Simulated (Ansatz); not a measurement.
# AlO (oxoaluminum): levels of theory compared

We compute a comparison of 6 runs (U-r2SCAN/3-21G, U-r2SCAN/6-31G, UBHLYP/6-31G, UBLYP/6-31G, UHSE06/6-31G, RPA@PBE/6-31G) of AlO (oxoaluminum). 

The results are computed with Ansatz 0.2.0.

74 further runs of the same task are left out: 3 that didn't finish, 71 set aside as unsound or not needed.

### 1 The structure to begin with

AlO has 2 atoms, charge 0, and is taken as a doublet. SMILES: `[O]=[Al]`. The Al2–O1 distance was set to 3.925 Å, away from the relaxed value.

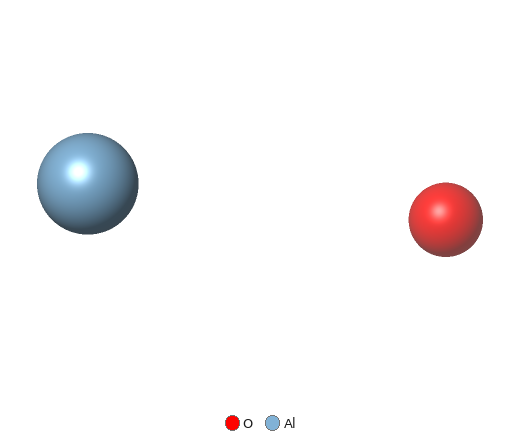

Viewed from a chosen angle; oxygen red, aluminium light blue.

### 2 The energy at U-r2SCAN/3-21G (run 1)

Input file in.yaml:

```yaml
crystal:
  periodic: [false, false, false]
  atoms:
    - {symbol: O, position_ang: [0.000000, 0.000000, -2.355050]}
    - {symbol: Al, position_ang: [0.000000, 0.000000, 1.570050]}
basis:
  gaussian:
    orbitals: 3-21G.json
magnetization:
  spin_polarized: true
  initial_magnetization: 1
hamiltonian:
  xc: r2scan
accuracy: high
```

The basis set 3-21G is read from a file made from the Basis Set Exchange's data (not shown).

Launch:

```sh
$ ansatz run in.yaml --threads 1 --pin off --max-ram 2610MiB --events-out events.jsonl --progress --plain --runs-dir runs
```

The log of the run:

```text
Warning: RAYON_NUM_THREADS=1 ignored (pool sized by the plan → 1); use --threads N
Functional definition: r2SCAN
  name "r2SCAN"
  parameter k0 = 0.174
  parameter k1 = 0.065
  parameter a1 = 4.9479
  exchange = r2scan_x(k0 = k0, k1 = k1, a1 = a1)
  correlation = r2scan_c
376 factors; integrals over basis functions are off by at most 6.1e-9 eV
mean field evaluation 1: about -8563.2666 eV, gradient 5.8e1 eV
mean field evaluation 2: about -8139.1482 eV, gradient 6.5e1 eV
mean field evaluation 4: about -8521.8019 eV, gradient 1.1e2 eV
mean field evaluation 8: about -8587.0698 eV, gradient 1.1e1 eV
mean field evaluation 16: about -8588.0840 eV, gradient 1.5e0 eV
mean field evaluation 32: about -8581.4691 eV, gradient 3.0e1 eV
mean field evaluation 64: about -8587.7591 eV, gradient 3.7e0 eV
mean field evaluation 96: about -8588.1852 eV, gradient 1.8e-3 eV
mean field evaluation 128: about -8587.9144 eV, gradient 8.8e-1 eV
mean field evaluation 160: about -8588.1852 eV, gradient 2.8e-8 eV
mean field evaluation 192: about -8588.1673 eV, gradient 2.3e-1 eV
mean field evaluation 224: about -8588.1800 eV, gradient 1.6e-1 eV
mean field evaluation 256: about -8588.1799 eV, gradient 5.5e-1 eV
mean field evaluation 288: about -8588.1653 eV, gradient 7.4e-1 eV
mean field -8588.18523161 eV, -315.6099859807 hartree, gradient 2.8e-8 eV, S^2 1.480633; 20 other end points of the search recorded, 0 dependent functions left out
reference -8588.18523481 eV, -315.6099860983 hartree; 11, 10 occupied and 11, 12 virtual orbitals, 376 factors
Total energy: -8588.18523481 eV, -315.6099860983 hartree
```

It took 17 s on 1 thread of AMD EPYC 9R45 (Zen 5), shared host; peak memory 0.19 GiB.

### 3 The energy at U-r2SCAN/6-31G (run 2)

Input file run.yaml:

```yaml
basis:
  gaussian: {orbitals: 6-31G}
crystal:
  periodic: [false, false, false]
  atoms:
    - {symbol: O, position_ang: [0.000000, 0.000000, -2.355050]}
    - {symbol: Al, position_ang: [0.000000, 0.000000, 1.570050]}
accuracy: high
magnetization: {spin_polarized: true, initial_magnetization: 1}
hamiltonian: {xc: r2scan}
```

Launch:

```sh
$ ansatz run run.yaml --threads 1 --pin off --max-ram 2610MiB --events-out events.jsonl --progress --plain --runs-dir runs
```

The log of the run, cut to the lines that bear on the results:

```text
Warning: RAYON_NUM_THREADS=1 ignored (pool sized by the plan → 1); use --threads N
[... 2 set-up lines as earlier in the session ...]
[...]
373 factors; integrals over basis functions are off by at most 3.6e-9 eV
[...]
mean field -8635.58143074 eV, -317.3517641723 hartree, gradient 2.1e-8 eV, S^2 1.389495; 21 other end points of the search recorded, 0 dependent functions left out
reference -8635.58143522 eV, -317.3517643368 hartree; 11, 10 occupied and 11, 12 virtual orbitals, 373 factors
Total energy: -8635.58143522 eV, -317.3517643368 hartree
```

Wall time 13 s (1 thread of AMD EPYC 9R45 (Zen 5), shared host); peak memory 0.19 GiB.

Runs 3 to 5 aren't shown in full; the table further down has their settings and results.

### 4 A single-point energy at RPA@PBE/6-31G (run 6)

Input file in.yaml:

```yaml
crystal:
  periodic: [false, false, false]
  atoms:
    - {symbol: O, position_ang: [0.000000, 0.000000, -2.355050]}
    - {symbol: Al, position_ang: [0.000000, 0.000000, 1.570050]}
basis:
  gaussian: {orbitals: 6-31G}
magnetization: {spin_polarized: true, initial_magnetization: 1}
hamiltonian: {xc: pbe}
correlation: {method: rpa, frozen_orbitals: {Al: 5, O: 1}}
accuracy: high
```

Launch:

```sh
$ ansatz run in.yaml --threads 1 --pin off --max-ram 2610MiB --events-out events.jsonl --progress --plain --runs-dir runs
```

The log of the run, cut to the lines that bear on the results:

```text
Warning: RAYON_NUM_THREADS=1 ignored (pool sized by the plan → 1); use --threads N
Functional definition: PBE
  name "PBE"
[...]
373 factors; integrals over basis functions are off by at most 3.6e-9 eV
[...]
mean field -8631.68543563 eV, -317.2085889927 hartree, gradient 1.1e-8 eV, S^2 1.277130; 14 other end points of the search recorded, 0 dependent functions left out
6 core orbitals not correlated: weight in the atoms' cores, before any rotation towards them, 1.000 or more for the frozen orbitals, at most 0.000 for the correlated occupied ones
reference -8612.95450551 eV, -316.5202400074 hartree; 5, 4 occupied and 11, 12 virtual orbitals, 373 factors
Total energy: -8621.17206636 eV, -316.8222297983 hartree
```

Wall time 5.1 s (1 thread of AMD EPYC 9R45 (Zen 5), shared host); peak memory 0.14 GiB.

### 5 The series

| run | level | frozen core orbitals | energy (Eh) | ⟨S²⟩ | wall time |
| --- | --- | --- | --- | --- | --- |
| 1 | U-r2SCAN/3-21G | – | -315.609986 | 1.481 | 17 s |
| 2 | U-r2SCAN/6-31G | – | -317.351764 | 1.389 | 13 s |
| 3 | UBHLYP/6-31G | – | -317.399207 | 1.593 | 3.3 s |
| 4 | UBLYP/6-31G | – | -317.430049 | 1.253 | 4.2 s |
| 5 | UHSE06/6-31G | – | -317.218009 | 1.463 | 4.8 s |
| 6 | RPA@PBE/6-31G | 6 | -316.822230 | 1.277 | 5.1 s |

### 6 Outcome

```
                                quantity          value
                     run 6: total energy  -316.82223 Eh
 run 6: RPA correlation energy (valence)     -302.0 mEh
run 6: ⟨S²⟩ of the reference determinant          1.277
```

What this shows: Totals of different functionals can't be ranked against each other. Spin contamination of the reference: run 3 ⟨S²⟩ = 1.59, run 1 ⟨S²⟩ = 1.48, run 5 ⟨S²⟩ = 1.46, run 2 ⟨S²⟩ = 1.39, run 6 ⟨S²⟩ = 1.28, run 4 ⟨S²⟩ = 1.25. Where it is this large, the reference is a mixture of spin states, and values that rest on it are in doubt. All runs together took 47 s, the longest 17 s.
